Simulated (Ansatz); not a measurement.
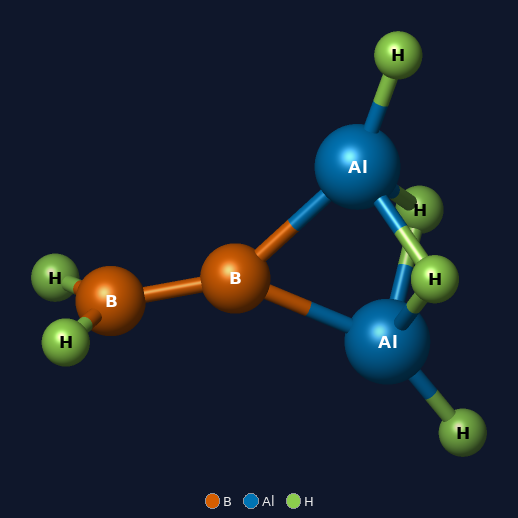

Every bond is drawn as one stick, whatever its order.

Description:

It has 10 atoms: 2 aluminium, 2 boron and 6 hydrogen (Al₂B₂H₆). Coordination, clear cases only: 1 B trigonal planar.

The parts below concern this one geometry. Atoms keep their numbers from picture to picture. The geometry was computed by an optimisation with PBE0-D4/def2-TZVP. No frequency run is at hand to confirm it as a minimum.

## Dipole moment

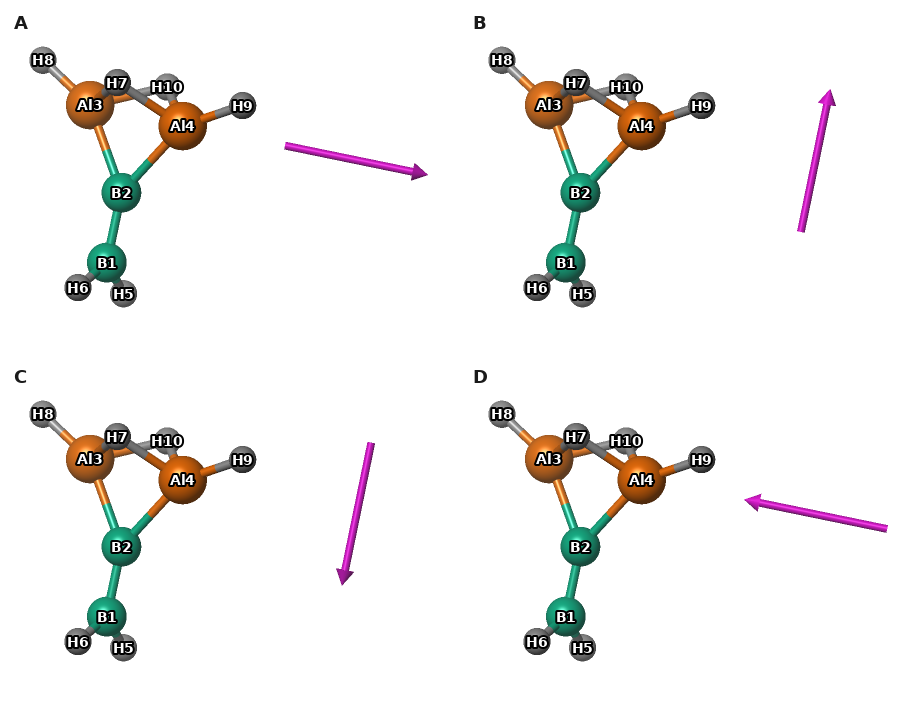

The same molecule four times, each with an arrow. No frequency run is at hand to confirm it as a minimum. Level of theory: RKS PBE0-D4/def2-TZVP (Ansatz 0.2.0).

Question: Which arrow points along the dipole moment, from the negative to the positive end?

Answer: B. The dipole moment is 1.50 D; it points from the side of H5, H6 to the side of H7, H8, H9, H10 (the outermost atoms at the two ends).

## Electronic properties

No frequency run is at hand to confirm it as a minimum. Method: RKS PBE0-D4/def2-TZVPP (Ansatz 0.2.0).

Computed properties:

- HOMO energy (Kohn–Sham orbital): −6.61 eV
- LUMO energy (Kohn–Sham orbital): −2.14 eV
- HOMO–LUMO gap: 4.47 eV
- dispersion correction: −16.4 kJ/mol

## Charges

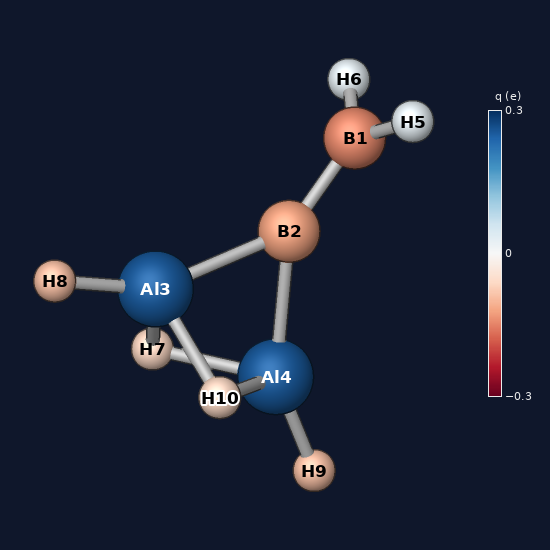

Atoms are coloured by their Mulliken charges. No frequency run is at hand to confirm it as a minimum. Level of theory: RKS PBE0-D4/def2-TZVP (Ansatz 0.2.0).

Give the Mulliken charges atom by atom.

| atom | value (e) |
| --- | --- |
| B1 | −0.14 |
| B2 | −0.12 |
| Al3 | 0.25 |
| Al4 | 0.25 |
| H5 | 0.03 |
| H6 | 0.03 |
| H7 | −0.06 |
| H8 | −0.09 |
| H9 | −0.09 |
| H10 | −0.06 |

Mulliken values depend strongly on the basis set and can even reverse the polarity of a bond.
